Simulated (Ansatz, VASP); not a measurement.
# BAs: VASP beside Ansatz

Wanted: the spread between two codes on one cell, functional and k mesh. The cell is taken from a series of VASP runs on this material, whose earlier steps may have relaxed, scaled or displaced it; both programs get it as it stands. Valence electrons are named where the data sets of a main pair hold unlike numbers.

Method: plane waves, with VASP 6.6.1 beside it; band structure at HSE06, spin-orbit coupling, in Ansatz 0.2.0.

**1. The structure**

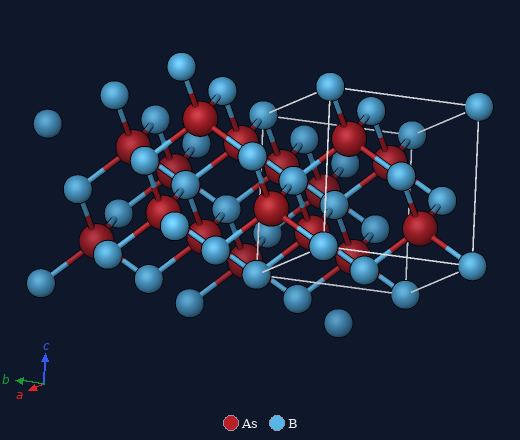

The starting structure, seen from a free direction (arsenic red, boron blue). 2×2×1 cells are drawn. This picture shows the conventional cell, with its axes. Bonds to atoms that aren't drawn are left out. Some periodic images of atoms are drawn too.

As a file:

```
As B
1.0
     0.00000    2.38850    2.38850
     2.38850    0.00000    2.38850
     2.38850    2.38850    0.00000
As B
1 1
Direct
  0.75000 0.75000 0.75000
  0.00000 0.00000 0.00000
```

**2. VASP: band structure, HSE06, spin-orbit coupling**

The same path points are solved in both programs, so levels can be compared one by one.

Lines of VASP's logs that name or quote its potential files are left out, and so is its time.

The run reads the wave functions of an earlier VASP run, which isn't shown here.

File INCAR:

```
SYSTEM = BAs
PREC = Accurate
ENCUT = 370
EDIFF = 1E-06
NELM = 100
ISMEAR = 0
SIGMA = 0.03
LREAL = .FALSE.
ALGO = Normal
LHFCALC = .TRUE.
AEXX = 0.25
GGA = PE
HFSCREEN = 0.2
LASPH = .TRUE.
LNONCOLLINEAR = .TRUE.
MAGMOM = 0 0 0 0 0 0
NBANDS = 20
GGA_COMPAT = .FALSE.
LSORBIT = .TRUE.
PRECFOCK = Fast
LORBIT = 11
LWAVE = .FALSE.
LCHARG = .FALSE.
KPAR = 4
```

File POSCAR:

```
BAs
1.0
    0.0000000000      2.3885000000      2.3885000000
    2.3885000000      0.0000000000      2.3885000000
    2.3885000000      2.3885000000      0.0000000000
As B
1 1
Direct
    0.7500000000      0.7500000000      0.7500000000
    0.0000000000      0.0000000000      0.0000000000
```

File KPOINTS:

```
Automatic mesh
0
Gamma
5 5 5
0 0 0
```

File KPOINTS_OPT:

```
Line mode
10
Line-mode
Reciprocal
  0.00000000   0.00000000   0.00000000 GAMMA
  0.50000000   0.00000000   0.50000000 X

  0.50000000   0.00000000   0.50000000 X
  0.50000000   0.25000000   0.75000000 W

  0.50000000   0.25000000   0.75000000 W
  0.37500000   0.37500000   0.75000000 K

  0.37500000   0.37500000   0.75000000 K
  0.00000000   0.00000000   0.00000000 GAMMA

  0.00000000   0.00000000   0.00000000 GAMMA
  0.50000000   0.50000000   0.50000000 L

  0.50000000   0.50000000   0.50000000 L
  0.62500000   0.25000000   0.62500000 U

  0.62500000   0.25000000   0.62500000 U
  0.50000000   0.25000000   0.75000000 W

  0.50000000   0.25000000   0.75000000 W
  0.50000000   0.50000000   0.50000000 L

  0.50000000   0.50000000   0.50000000 L
  0.37500000   0.37500000   0.75000000 K

  0.62500000   0.25000000   0.62500000 U
  0.50000000   0.00000000   0.50000000 X
```

Potentials, in the order of the species: As and B (PBE family, release 64).

The run is started by

```console
$ mpirun -np 4 vasp_ncl
```

Numbers of over 12 decimals in the logs are rounded to 6 here.

Output:

```text
[banner, memory and clock lines left out]
running    4 mpi-ranks, on    1 nodes
 distrk:  each k-point on    1 cores,    4 groups
 distr:  one band on    1 cores,    1 groups

 POSCAR found type information on POSCAR AsB
 POSCAR found :  2 types and       2 ions
 LDA part: xc-table for (Slater+PW92), standard interpolation
 found WAVECAR, reading the header
 POSCAR, INCAR and KPOINTS ok, starting setup
 FFT: planning ... GRIDC
 FFT: planning ... GRID_SOFT
 FFT: planning ... GRID
 reading WAVECAR
 the WAVECAR file was read successfully
 initial charge from wavefunction
 entering main loop
       N       E                     dE             d eps       ncg     rms          rms(c)
DAV:   1    -0.132482844167E+02   -0.13248E+02   -0.62456E-01   580   0.646E+00    0.260E+00
DAV:   2    -0.132520282939E+02   -0.37439E-02   -0.11536E-02   652   0.766E-01    0.175E+00
DAV:   3    -0.132505827537E+02    0.14455E-02   -0.56489E-04   632   0.178E-01    0.101E+00
DAV:   4    -0.132501583459E+02    0.42441E-03   -0.23341E-04   640   0.102E-01    0.555E-01
DAV:   5    -0.132500228214E+02    0.13552E-03   -0.46925E-05   684   0.494E-02    0.310E-01
DAV:   6    -0.132499763875E+02    0.46434E-04   -0.15170E-05   672   0.305E-02    0.174E-01
DAV:   7    -0.132499628720E+02    0.13516E-04   -0.58566E-06   668   0.195E-02    0.982E-02
DAV:   8    -0.132499591968E+02    0.36751E-05   -0.18066E-06   688   0.106E-02    0.551E-02
DAV:   9    -0.132499584733E+02    0.72352E-06   -0.58711E-07   456   0.614E-03
   1 F= -.13249958E+02 E0= -.13249958E+02  d E =-.563321E-27  mag=     0.0000     0.0000     0.0000
 Start KPOINTS_OPT (optional k-point list driver)
k-point batch [1-14\100]
       N       E                     dE             ncg
DAV:   1     0.281754717117E+03   -0.21414E+04      560
DAV:   2    -0.810951385382E+02   -0.36285E+03      752
DAV:   3    -0.103977072929E+03   -0.22882E+02      692
DAV:   4    -0.104191710423E+03   -0.21464E+00      700
DAV:   5    -0.104192693277E+03   -0.98285E-03      712
DAV:   6    -0.104192698154E+03   -0.48768E-05      616
DAV:   7    -0.104192698191E+03   -0.36791E-07      576
[...]
k-point batch [99-100\100]
       N       E                     dE             ncg
DAV:   1     0.345159254762E+04   -0.58952E+03       80
DAV:   2     0.340489541101E+04   -0.46697E+02      112
DAV:   3     0.340260158655E+04   -0.22938E+01      104
DAV:   4     0.340257918007E+04   -0.22406E-01      112
DAV:   5     0.340257912546E+04   -0.54604E-04      112
DAV:   6     0.340257912533E+04   -0.13331E-06       96
```

From OUTCAR (step 2):

```text
ion  position               nearest neighbor table
   1  0.750  0.750  0.750-   2 2.07   2 2.07   2 2.07   2 2.07
   2  0.000  0.000  0.000-   1 2.07   1 2.07   1 2.07   1 2.07

  LATTYP: Found a face centered cubic cell.
 ALAT       =     4.7770000000

 Subroutine GETGRP returns: Found 24 space group operations
 (whereof 24 operations were pure point group operations)

The static configuration has the point symmetry T_d .

 Found     14 irreducible k-points:

   k-points           NKPTS =     14   k-points in BZ     NKDIM =    125   number of bands    NBANDS=     20

   dimension x,y,z NGX =    24 NGY =   24 NGZ =   24
   dimension x,y,z NGXF=    48 NGYF=   48 NGZF=   48

   ENCUT  =  370.0 eV  27.19 Ry    5.21 a.u.   5.30  5.30  5.30*2*pi/ulx,y,z

   NELECT =       8.0000    total number of electrons

 k-points in reciprocal lattice and weights: Automatic mesh
   0.00000000  0.00000000  0.00000000       0.008
   0.20000000  0.00000000  0.00000000       0.032
  -0.20000000  0.00000000  0.00000000       0.032
   0.40000000  0.00000000  0.00000000       0.032
  -0.40000000  0.00000000  0.00000000       0.032
   0.20000000  0.20000000  0.00000000       0.048
   0.40000000  0.20000000  0.00000000       0.096
  -0.40000000 -0.20000000  0.00000000       0.096
  -0.40000000  0.20000000  0.00000000       0.096
[...]
-0.40000000  0.40000000  0.00000000       0.096
  -0.40000000  0.40000000  0.20000000       0.192

  exchange ACFDT corr.  =         0.00000000  see jH, gK, PRB 81, 115126

 average (electrostatic) potential at core
       1 -45.0672       2 -23.8350

 E-fermi :   5.9993

 k-point     1 :       0.0000    0.0000    0.0000
  band No.  band energies     occupation
    ...
      4       5.5491      1.00000
      5       5.7778      1.00000
      6       5.7778      1.00000
      7       5.7778      1.00000
      8       5.7778      1.00000
      9       9.7046      0.00000
     10       9.7046      0.00000
     11       9.9185      0.00000
     12       9.9185      0.00000
     13       9.9185      0.00000
    ...

 k-point     2 :       0.2000    0.0000    0.0000
  band No.  band energies     occupation
    ...
      4       1.6257      1.00000
      5       4.6939      1.00000
      6       4.6939      1.00000
      7       4.8437      1.00000
      8       4.8449      1.00000
      9       9.8391      0.00000
     10       9.8391      0.00000
     11      10.9744      0.00000
     12      10.9744      0.00000
     13      11.1048      0.00000
    ...

 k-point     3 :      -0.2000    0.0000    0.0000
  band No.  band energies     occupation
    ...
      4       1.6257      1.00000
      5       4.6939      1.00000
      6       4.6939      1.00000
      7       4.8437      1.00000
      8       4.8449      1.00000
      9       9.8391      0.00000
     10       9.8391      0.00000
     11      10.9744      0.00000
     12      10.9744      0.00000
     13      11.1048      0.00000
    ...

  energy-cutoff  :      370.00
  volume of cell :       27.25
      direct lattice vectors                 reciprocal lattice vectors
     0.000000000  2.388500000  2.388500000    -0.209336404  0.209336404  0.209336404
     2.388500000  0.000000000  2.388500000     0.209336404 -0.209336404  0.209336404
     2.388500000  2.388500000  0.000000000     0.209336404  0.209336404 -0.209336404

 POSITION                                       TOTAL-FORCE (eV/Angst)
 -----------------------------------------------------------------------------------
      3.58275      3.58275      3.58275        -0.000000     -0.000000      0.000000
      0.00000      0.00000      0.00000         0.000000      0.000000     -0.000000
 -----------------------------------------------------------------------------------
    total drift:                               -0.000000     -0.000000     -0.000000

  FREE ENERGIE OF THE ION-ELECTRON SYSTEM (eV)
  ---------------------------------------------------
  free  energy   TOTEN  =       -13.2499584733 eV

  energy  without entropy=      -13.2499584733  energy(sigma->0) =      -13.24995847

 Spin-Orbit-Coupling matrix elements
 Ion:    1  E_soc:     -0.0203485
 Ion:    2  E_soc:     -0.0000059

 total charge
# of ion       s       p       d       tot
------------------------------------------
    1        1.184   1.705   0.092   2.981
    2        0.653   1.180   0.000   1.833
--------------------------------------------------
tot          1.837   2.884   0.092   4.814

 magnetization (x)
# of ion       s       p       d       tot
------------------------------------------
    1        0.000   0.000  -0.000   0.000
    2       -0.000   0.000   0.000  -0.000
--------------------------------------------------
tot         -0.000   0.000  -0.000  -0.000

 magnetization (y)
# of ion       s       p       d       tot
------------------------------------------
    1        0.000   0.000   0.000   0.000
    2       -0.000   0.000   0.000  -0.000
--------------------------------------------------
tot         -0.000   0.000   0.000  -0.000

 magnetization (z)
# of ion       s       p       d       tot
------------------------------------------
    1        0.000   0.000  -0.000   0.000
    2       -0.000   0.000   0.000  -0.000
--------------------------------------------------
tot         -0.000   0.000  -0.000  -0.000

[... 3 further parts left out ...]
```

The k-mesh is coarse for exact exchange; levels may shift by about 0.1 eV on a finer one.

(Part 1 of 2 ends here.)

[Lines on the potential files, build, host, timing and source positions are cut from VASP's logs without a mark.]

[Logs are printed without paths, hosts, clocks, repeated set-up lines and the standing remarks that a program may print on its own settings, such as how far it seeks lower states.]

[Hosts, paths, dates, database ids (printed as entryN), source tags and the programs' standing remarks are cut or masked in the printed files.]
